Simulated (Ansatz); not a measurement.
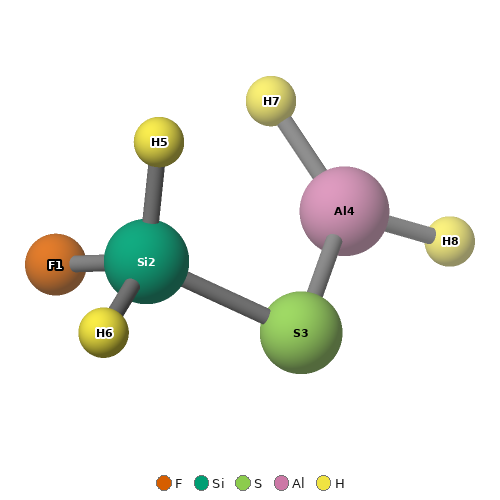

The system is AlFH₄SSi (SMILES F[SiH2][S][AlH2]) with the probe Li+; the picture shows it without the atoms that are moved over the map. 
- The probe is moved over a plane parallel to the molecule's main plane, 3.62 Å above it.
- First axis: x of the probe's Li atom. Second axis: y of the probe's Li atom.
- Nothing is relaxed (molecule and probe rigid).
- Grid: 15 × 9 points.
- Energies are in kJ/mol, from the lowest grid point.
- Theory: RKS PBE0-D4/def2-SVP (Ansatz 0.2.0).

Range: x of the probe's Li atom from −4.9 to 4.9 Å; y of the probe's Li atom from −2.8 to 2.8 Å.

> What landscape does the calculation give?

The lowest grid point is at x of the probe's Li atom = 0.0 Å, y of the probe's Li atom = −0.7 Å [nearest 1 H at 2.14 Å]. The highest grid point, x of the probe's Li atom = −4.2 Å, y of the probe's Li atom = 0.0 Å, lies 58.7 kJ/mol above the lowest.

| y of the probe's Li atom ↓, x of the probe's Li atom → | −4.9 | −4.2 | −3.5 | −2.8 | −2.1 | −1.4 | −0.7 | 0.0 | 0.7 | 1.4 | 2.1 | 2.8 | 3.5 | 4.2 | 4.9 |
| --- | --- | --- | --- | --- | --- | --- | --- | --- | --- | --- | --- | --- | --- | --- | --- |
| 2.8 | 53.0 | 52.3 | 50.3 | 46.8 | 42.5 | 39.0 | 37.4 | 37.7 | 38.7 | 39.7 | 41.0 | 43.0 | 45.3 | 47.2 | 48.4 |
| 2.1 | 54.4 | 54.0 | 51.9 | 47.6 | 41.7 | 35.9 | 31.8 | 29.5 | 28.8 | 29.9 | 33.1 | 37.8 | 42.3 | 45.7 | 47.6 |
| 1.4 | 55.9 | 56.2 | 54.7 | 50.3 | 43.0 | 34.3 | 25.6 | 18.5 | 17.5 | 17.8 | 22.0 | 31.0 | 38.9 | 44.0 | 46.6 |
| 0.7 | 57.0 | 58.1 | 57.7 | 53.8 | 45.5 | 33.6 | 20.0 | 14.4 | 13.7 | 13.3 | 13.9 | 24.5 | 35.6 | 42.3 | 45.6 |
| 0.0 | 57.3 | 58.7 | 58.7 | 54.9 | 45.5 | 31.3 | 15.1 | 10.0 | 9.1 | 8.6 | 10.2 | 20.9 | 33.5 | 40.9 | 44.6 |
| −0.7 | 56.3 | 57.2 | 56.1 | 50.7 | 39.6 | 24.7 | 10.2 | 0.0 | 2.9 | 4.3 | 7.8 | 21.6 | 33.0 | 40.0 | 43.6 |
| −1.4 | 54.6 | 54.1 | 50.8 | 42.7 | 29.7 | 15.8 | 5.7 | 0.7 | 0.5 | 5.2 | 14.5 | 25.4 | 34.1 | 39.7 | 43.0 |
| −2.1 | 52.7 | 50.9 | 45.9 | 36.1 | 22.8 | 11.0 | 5.2 | 5.7 | 9.7 | 15.6 | 22.7 | 29.9 | 35.8 | 40.0 | 42.7 |
| −2.8 | 51.3 | 48.9 | 43.5 | 34.3 | 23.1 | 14.0 | 10.9 | 13.4 | 18.6 | 24.1 | 29.3 | 33.9 | 37.8 | 40.7 | 42.7 |

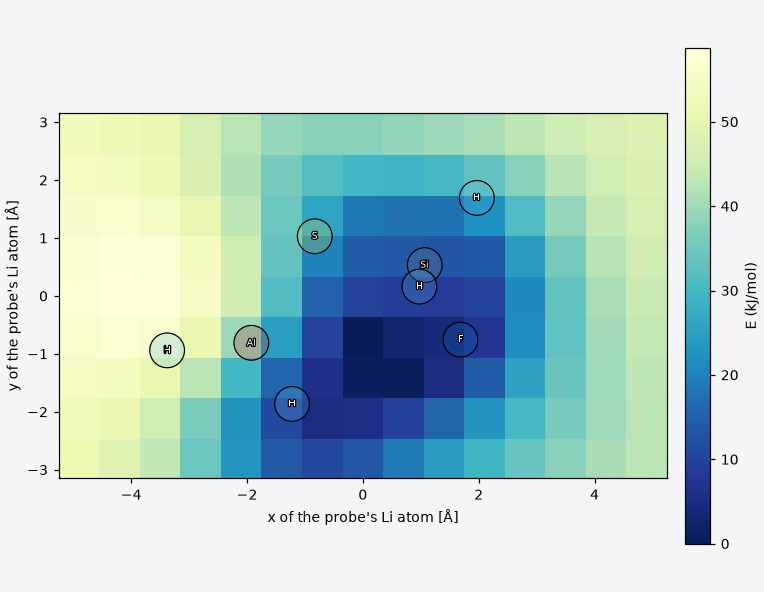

In the figure: one coloured cell a grid point, labelled circles for the molecule's atoms, projected on the plane.

Each point was launched as `ansatz run input.yaml --threads 1 --pin off --max-ram 2560MiB --backend cpu --events-out ev --progress --plain --runs-dir out`. The whole map (135 points run) took 11 min on 1 thread of Arm Neoverse V2, with other jobs on the host.
